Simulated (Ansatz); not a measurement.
The calculation's input:

```
crystal:
  periodic: [false, false, false]
  atoms:
    - {symbol: C, position_ang: [-0.471424, -0.264562, 0.752051]}
    - {symbol: Li, position_ang: [-1.023332, 1.578125, -1.460328]}
    - {symbol: N, position_ang: [-0.471563, -0.012385, -0.515514]}
    - {symbol: H, position_ang: [-0.151252, -0.821641, -1.054166]}
    - {symbol: H, position_ang: [-0.169264, -1.232889, 1.174481]}
    - {symbol: H, position_ang: [-0.817314, 0.502130, 1.456497]}
basis:
  gaussian: {orbitals: def2-TZVPD}
magnetization: {spin_polarized: true, initial_magnetization: 1}
hamiltonian: {xc: {name: PBE0}}
output: {forces: true, orbitals: {seedname: orbitals}}
```

Launched as:

```sh
ansatz run input.yaml --threads 1 --pin off --max-ram 2610MiB --events-out events.jsonl --progress --plain --runs-dir runs
```

Geometry: PBE0-D3(BJ)/def2-SVP.

Method: isolated molecule in a Gaussian basis; Kohn-Sham density functional theory, functional PBE0 (Ansatz).

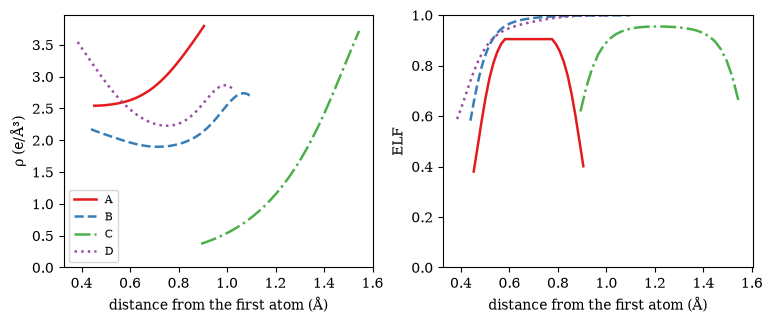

CH$_{3}$LiN (SMILES [Li][NH][CH2]) (doublet). Electron density and electron localisation function along straight lines between neighbouring atoms. The curves leave out the atomic cores.

Q: Which curve belongs to which contact (C–H, C–N, Li–N and N–H)? The first atom named is at distance zero.

A: Curve A: C–N (1.29 Å): ρ is about 2.7 e/Å³ halfway; the ELF peaks at about 0.90 between the atoms; a covalent bond. Curve B: C–H (1.10 Å): ρ is about 2 e/Å³ halfway; the ELF climbs to about 1 towards the hydrogen, as it does in any bond to H: an ordinary covalent bond to hydrogen. Curve C: Li–N (1.93 Å): ρ is about 0.48 e/Å³ halfway; the ELF peaks at about 0.95 in the valence shell of N, 0.7 Å from its nucleus, and falls to about 0.10 next to Li; an ionic contact with no shared pair. Curve D: N–H (1.02 Å): ρ is about 2.8 e/Å³ halfway; the ELF climbs to about 1 towards the hydrogen: an ordinary covalent bond to hydrogen.
